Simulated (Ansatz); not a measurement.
A series of calculations on C$_{3}$H$_{8}$FGaSi

## 1. Relaxation

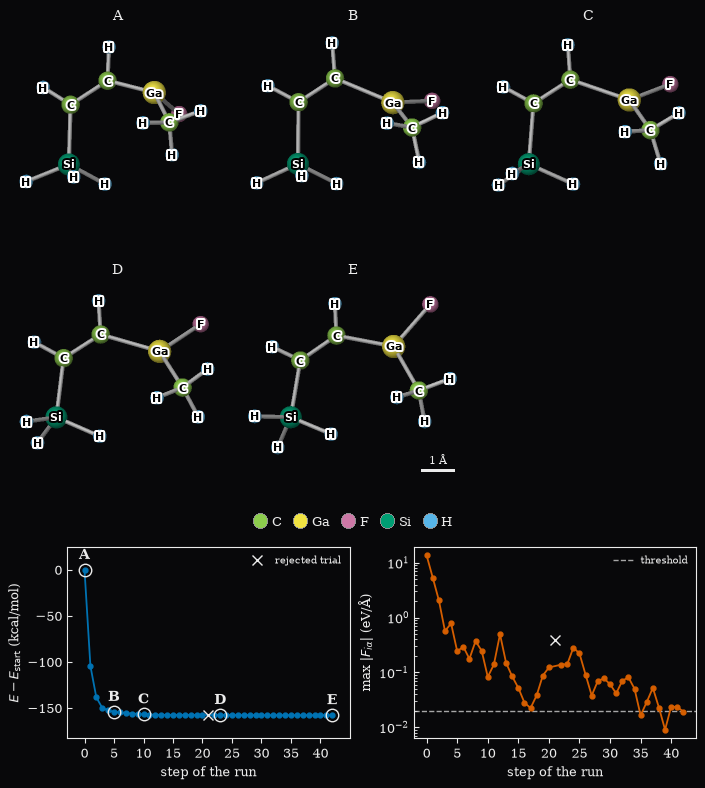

Frames of a relaxation of C₃H₈FGaSi, marked on the history of the run. The picture is a ball-and-stick view, seen at a tilt.

The run prepares an end point of a later path (hydrogen shift) calculation, from a guessed geometry.

Level of theory: RHF/def2-SVP in Ansatz 0.2.0. Set-up: no spin polarisation; force threshold 0.02 eV/Å; at most 50 steps.

Question: What happens along the run?

Answer: The energy falls by 157.6 kcal/mol in 41 accepted moves (42 points after the start). Largest force component: 14 eV/Å at the start, 0.019 eV/Å at the end. The line search rejected the trial step at point 21 of the run. The forces were under the threshold at step 35, but the run went on from there. The largest move after the best rigid fit is that of the F atom, 2.34 Å. Largest moves by element: F 2.34 Å, H 1.80 Å, C 0.64 Å, Si 0.52 Å, Ga 0.24 Å. Among the contacts that change: C–Ga 1.577 → 1.969 Å, C–Ga 1.604 → 1.972 Å, F–Ga 2.126 → 1.760 Å, Ga–Si 3.485 → 3.808 Å. Among the angles between lasting bonds that change: F–Ga–C 91.6° → 108.9°, Ga–C–H 101.8° → 112.8°, C–C–Si 121.5° → 128.8°. Groups turn about C–Si by about 55°. From step 0 to 5: the F atom moves most (0.72 Å), energy −154.1 kcal/mol. From step 5 to 10: an H atom moves most (0.76 Å), energy −2.67 kcal/mol. From step 10 to 23: an H atom moves most (0.65 Å), energy −0.66 kcal/mol. From step 23 to 42: the F atom moves most (0.83 Å), energy −0.19 kcal/mol.

```json
{"step": "0", "E − E(0), kcal/mol": "0.00", "largest force component, eV/Å": "13.5942", "note": ""}
{"step": "1", "E − E(0), kcal/mol": "-104.16", "largest force component, eV/Å": "5.3606", "note": ""}
{"step": "2", "E − E(0), kcal/mol": "-138.15", "largest force component, eV/Å": "2.0708", "note": ""}
{"step": "3", "E − E(0), kcal/mol": "-149.52", "largest force component, eV/Å": "0.5693", "note": ""}
{"step": "4", "E − E(0), kcal/mol": "-152.23", "largest force component, eV/Å": "0.7833", "note": ""}
{"step": "5", "E − E(0), kcal/mol": "-154.06", "largest force component, eV/Å": "0.2432", "note": ""}
{"step": "6", "E − E(0), kcal/mol": "-154.42", "largest force component, eV/Å": "0.2951", "note": ""}
{"step": "7", "E − E(0), kcal/mol": "-155.38", "largest force component, eV/Å": "0.1768", "note": ""}
{"step": "8", "E − E(0), kcal/mol": "-155.77", "largest force component, eV/Å": "0.3728", "note": ""}
{"step": "9", "E − E(0), kcal/mol": "-156.16", "largest force component, eV/Å": "0.2489", "note": ""}
{"step": "10", "E − E(0), kcal/mol": "-156.74", "largest force component, eV/Å": "0.0829", "note": ""}
{"step": "12", "E − E(0), kcal/mol": "-157.07", "largest force component, eV/Å": "0.4965", "note": ""}
{"step": "13", "E − E(0), kcal/mol": "-157.20", "largest force component, eV/Å": "0.1489", "note": ""}
{"step": "15", "E − E(0), kcal/mol": "-157.26", "largest force component, eV/Å": "0.0521", "note": ""}
{"step": "17", "E − E(0), kcal/mol": "-157.29", "largest force component, eV/Å": "0.0224", "note": ""}
{"step": "18", "E − E(0), kcal/mol": "-157.30", "largest force component, eV/Å": "0.0383", "note": ""}
{"step": "20", "E − E(0), kcal/mol": "-157.33", "largest force component, eV/Å": "0.1232", "note": ""}
{"step": "22", "E − E(0), kcal/mol": "-157.37", "largest force component, eV/Å": "0.1386", "note": ""}
{"step": "23", "E − E(0), kcal/mol": "-157.40", "largest force component, eV/Å": "0.1415", "note": ""}
{"step": "25", "E − E(0), kcal/mol": "-157.43", "largest force component, eV/Å": "0.2221", "note": ""}
{"step": "27", "E − E(0), kcal/mol": "-157.47", "largest force component, eV/Å": "0.0379", "note": ""}
{"step": "29", "E − E(0), kcal/mol": "-157.51", "largest force component, eV/Å": "0.0781", "note": ""}
{"step": "30", "E − E(0), kcal/mol": "-157.52", "largest force component, eV/Å": "0.0611", "note": ""}
{"step": "32", "E − E(0), kcal/mol": "-157.55", "largest force component, eV/Å": "0.0704", "note": ""}
{"step": "34", "E − E(0), kcal/mol": "-157.56", "largest force component, eV/Å": "0.0505", "note": ""}
{"step": "35", "E − E(0), kcal/mol": "-157.57", "largest force component, eV/Å": "0.0165", "note": ""}
{"step": "37", "E − E(0), kcal/mol": "-157.57", "largest force component, eV/Å": "0.0523", "note": ""}
{"step": "39", "E − E(0), kcal/mol": "-157.58", "largest force component, eV/Å": "0.0090", "note": ""}
{"step": "40", "E − E(0), kcal/mol": "-157.58", "largest force component, eV/Å": "0.0238", "note": ""}
{"step": "42", "E − E(0), kcal/mol": "-157.58", "largest force component, eV/Å": "0.0193", "note": ""}
```

Limits of the set-up: Hartree-Fock leaves out electron correlation.

## 2. Relaxation

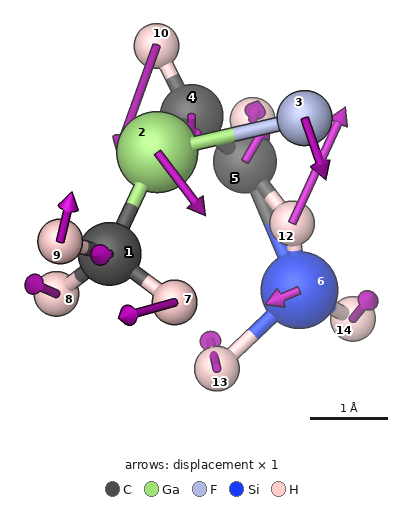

A relaxation of C$_{3}$H$_{8}$FGaSi. The starting structure is drawn; purple arrows show the displacements, at their true length. The two geometries are superimposed by the best rigid fit.

The picture is a ball-and-stick view, seen from a free direction.

The run prepares an end point of a later path (hydrogen shift) calculation, from a guessed geometry.

Method: RHF/def2-SVP in Ansatz 0.2.0. (no spin polarisation; force threshold 0.02 eV/Å; at most 50 steps)

> Which element moves most?

Hydrogen: up to 1.74 Å, against 1.06 Å for gallium.

> What did the optimiser do to the structure, and how much energy did it gain?

The energy falls by 438.1 kcal/mol in 26 accepted moves (27 points after the start). Largest force component: 45 eV/Å at the start, 0.0086 eV/Å at the end. The line search rejected the trial step at point 26 of the run. The largest move after the best rigid fit is that of an H atom, 1.74 Å. Largest moves by element: H 1.74 Å, Ga 1.06 Å, F 0.89 Å, C 0.67 Å, Si 0.51 Å. Among the contacts that change: H–Si 0.907 → 2.808 Å, Ga–Si 3.485 → 2.572 Å, C–Si 1.829 → 2.465 Å, C–Si 2.809 → 2.288 Å. New bonds form, among them: Ga–Si (3.48 → 2.57 Å). Bonds break, among them: C–Si (1.83 → 2.47 Å), H–Si (0.91 → 2.81 Å). Among the angles between lasting bonds that change: F–Ga–C 91.6° → 108.3°, Ga–C–H 101.8° → 117.3°, H–C–H 129.9° → 116.0°.

Limits of the set-up: Hartree-Fock leaves out electron correlation.

## 3. Path

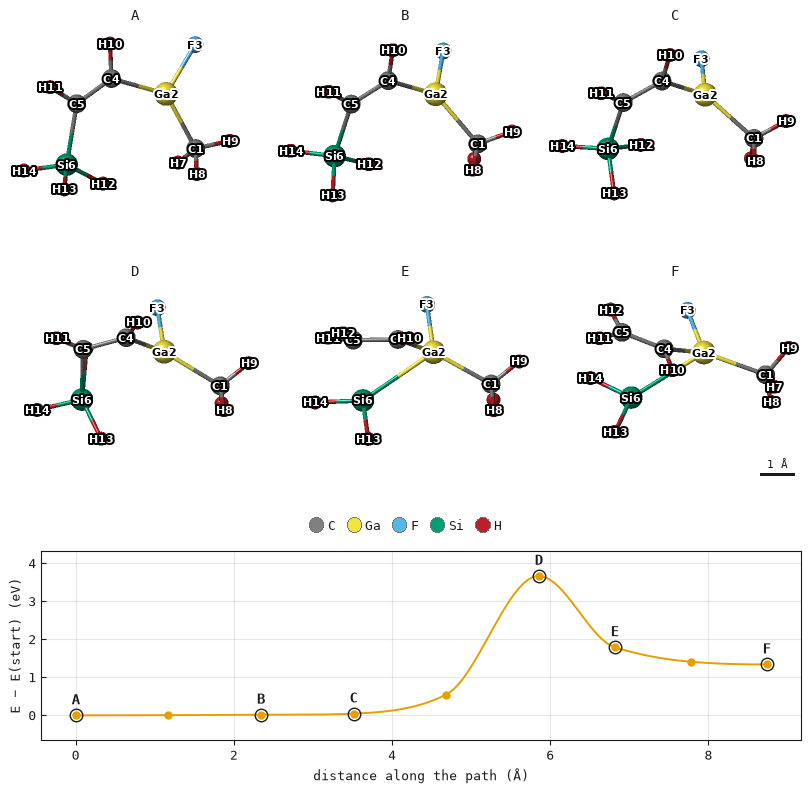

A search for the minimum-energy path of C₃H₈FGaSi by the nudged elastic band. Images are numbered from 0 (start) to 8 (end). Frames A to F are images 0, 2, 3, 5, 6, 8. The picture is a ball-and-stick view, seen at a tilt.

The calculation used Ansatz, RHF/def2-SVP. Run with 7 movable images; climbing image; force threshold 0.05 eV/Å; iteration limit 60; starting path through a guess of the saddle point.

Q: Describe the mechanism and the energy profile.

A: The energy climbs by 3.67 eV to image 5 and then falls by 2.33 eV, so the end point sits at +1.34 eV. Breaking: C5–Si6 (1.88 → 1.96 at the top → 2.47 Å), Si6–H12 (1.48 → 1.56 at the top → 2.81 Å). Forming: C5–H12 (2.78 → 1.47 at the top → 1.08 Å), Ga2–Si6 (3.81 → 2.87 at the top → 2.57 Å). The band converged in 30 iterations, with a climbing image at the top. At the top, the vibrational analysis gives one imaginary mode (1661i cm⁻¹), as a transition state must have.

Limits of the set-up: Hartree-Fock leaves out electron correlation.

Cost: 12 min on 2 threads of Intel(R) Xeon(R) CPU @ 2.80GHz (Skylake/Cascade Lake) (shared host), peak memory 0.47 GiB.
